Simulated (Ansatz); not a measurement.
# RPA@PBE/STO-3G run of SiH2ClO (SMILES O[SiH]Cl)

What is the vertical doublet–quartet gap of SiH2ClO at RPA@PBE/STO-3G? 

The calculation is run with Ansatz 0.2.0.

**1. Starting point**

SiH2ClO: 5 atoms, total charge 0, spin state doublet. As SMILES, `O[SiH]Cl`. The coordinates come from a PBE0-D4/def2-TZVP relaxation. This is one conformer, not always the lowest.

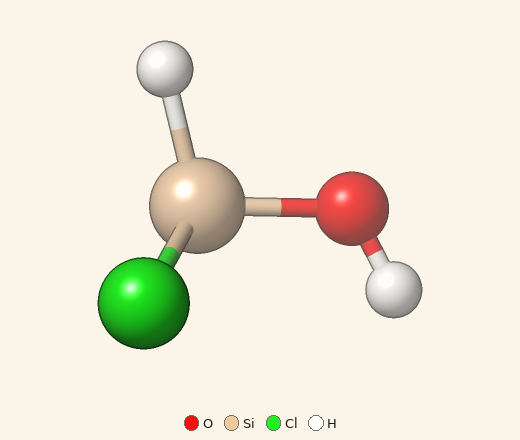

Viewed from a chosen angle; oxygen red, silicon light orange, chlorine green, hydrogen white.

**2. The energy at RPA@PBE/STO-3G**

The input, job.yaml:

```yaml
basis:
  gaussian: {orbitals: STO-3G}
crystal:
  periodic: [false, false, false]
  atoms:
    - {symbol: O, position_ang: [-0.806100, -0.432000, -0.746500]}
    - {symbol: Si, position_ang: [-0.092300, 0.479800, 0.414000]}
    - {symbol: Cl, position_ang: [1.606600, -0.440800, 1.143600]}
    - {symbol: H, position_ang: [-1.024100, -1.343200, -0.540000]}
    - {symbol: H, position_ang: [0.316000, 1.736300, -0.271100]}
correlation: {method: rpa, frozen_orbitals: {Cl: 5, H: 0, O: 1, Si: 5}}
total_charge: 0
hamiltonian: {xc: pbe}
magnetization: {spin_polarized: true, initial_magnetization: 1}
accuracy: high
```

Launch:

```console
$ ansatz run job.yaml --threads 1 --pin off --max-ram 2610MiB --events-out events.jsonl --progress --plain --runs-dir runs
```

Log:

```text
Warning: RAYON_NUM_THREADS=1 ignored (pool sized by the plan → 1); use --threads N
Functional definition: PBE
  name "PBE"
  parameter kappa = 0.804
  parameter beta = 0.06672455060314922
  exchange = pbe_x(kappa = kappa, mu = beta*pi^2/3)
  correlation = pbe_c(beta = beta)
460 factors; integrals over basis functions are off by at most 3.1e-8 eV
mean field evaluation 1: about -22209.2133 eV, gradient 1.6e1 eV
mean field evaluation 2: about -22209.1877 eV, gradient 1.6e1 eV
mean field evaluation 4: about -22210.7976 eV, gradient 7.5e0 eV
mean field evaluation 8: about -22211.2872 eV, gradient 5.0e-2 eV
mean field evaluation 16: about -22211.2873 eV, gradient 9.8e-7 eV
mean field -22211.28726693 eV, -816.2497517085 hartree, gradient 9.8e-9 eV, S^2 0.750572; 0 other end points of the search recorded, 0 dependent functions left out
11 core orbitals not correlated: weight in the atoms' cores, before any rotation towards them, 0.999 or more for the frozen orbitals, at most 0.000 for the correlated occupied ones
reference -22182.14569647 eV, -815.1788187471 hartree; 10, 9 occupied and 4, 5 virtual orbitals, 460 factors
Total energy: -22186.86276731 eV, -815.3521679030 hartree
```

It took 2.8 s on 1 thread of Arm Neoverse V2, shared host; peak memory 0.14 GiB.

**3. The quartet, same level**

The input, in.yaml:

```yaml
crystal:
  periodic: [false, false, false]
  atoms:
    - {symbol: O, position_ang: [-0.806100, -0.432000, -0.746500]}
    - {symbol: Si, position_ang: [-0.092300, 0.479800, 0.414000]}
    - {symbol: Cl, position_ang: [1.606600, -0.440800, 1.143600]}
    - {symbol: H, position_ang: [-1.024100, -1.343200, -0.540000]}
    - {symbol: H, position_ang: [0.316000, 1.736300, -0.271100]}
basis:
  gaussian: {orbitals: STO-3G}
total_charge: 0
magnetization: {spin_polarized: true, initial_magnetization: 3}
hamiltonian: {xc: {name: PBE}}
correlation: {method: rpa, frozen_orbitals: {Cl: 5, H: 0, O: 1, Si: 5}}
accuracy: high
```

Launch:

```console
$ ansatz run in.yaml --threads 1 --pin off --max-ram 2610MiB --events-out events.jsonl --progress --plain --runs-dir runs
```

Log (excerpt; [...] marks lines left out):

```text
Warning: RAYON_NUM_THREADS=1 ignored (pool sized by the plan → 1); use --threads N
[... 2 set-up lines as earlier in the session ...]
[...]
460 factors; integrals over basis functions are off by at most 3.1e-8 eV
[...]
mean field -22202.12772543 eV, -815.9131447669 hartree, gradient 3.1e-8 eV, S^2 3.750666; 10 other end points of the search recorded, 0 dependent functions left out
11 core orbitals not correlated: weight in the atoms' cores, before any rotation towards them, 0.999 or more for the frozen orbitals, at most 0.001 for the correlated occupied ones
reference -22171.86127283 eV, -814.8008731492 hartree; 11, 8 occupied and 3, 6 virtual orbitals, 460 factors
Total energy: -22177.89621948 eV, -815.0226533478 hartree
```

It took 7.5 s on 1 thread of Arm Neoverse V2, shared host; peak memory 0.14 GiB.

**4. Outcome**

Level: RPA@PBE/STO-3G, 11 core orbitals frozen.

| quantity | value |
| --- | --- |
| doublet: total energy | -815.35217 Eh |
| doublet: RPA correlation energy (valence) | -173.3 mEh |
| doublet: ⟨S²⟩ of the reference determinant | 0.751 |
| quartet: total energy | -815.02265 Eh |
| quartet: RPA correlation energy (valence) | -221.8 mEh |
| quartet: ⟨S²⟩ of the reference determinant | 3.751 |
| vertical energy of the quartet above the doublet | 8.967 eV |

In words: At this shape the quartet lies 8.97 eV (207 kcal/mol) above the doublet. In a minimal basis such a difference can be off by several eV, whatever the method.
